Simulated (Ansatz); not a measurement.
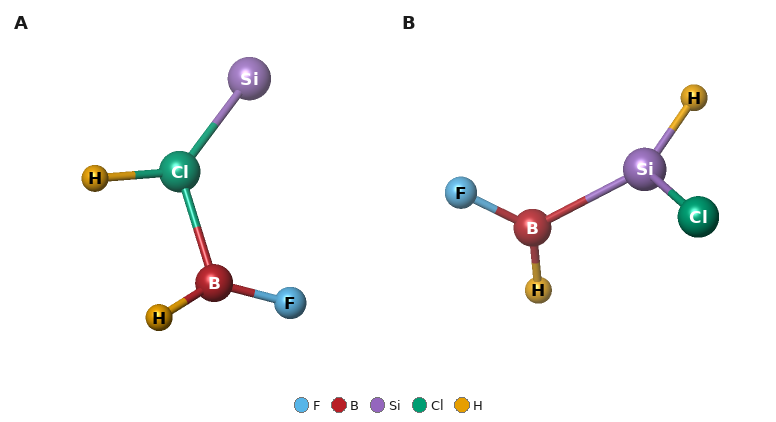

2 stationary structures of one formula. State: charge +1, singlet. Geometries: PBE0-D4/def2-TZVP. Electronic energies: B3LYP-D4/def2-TZVPP (Ansatz 0.2.0), without zero-point energy. No frequency run is at hand to confirm each as a minimum.

### Rank them by energy, lowest first.

B is lowest (C1); A lies 108.4 kcal/mol above it (Cs).
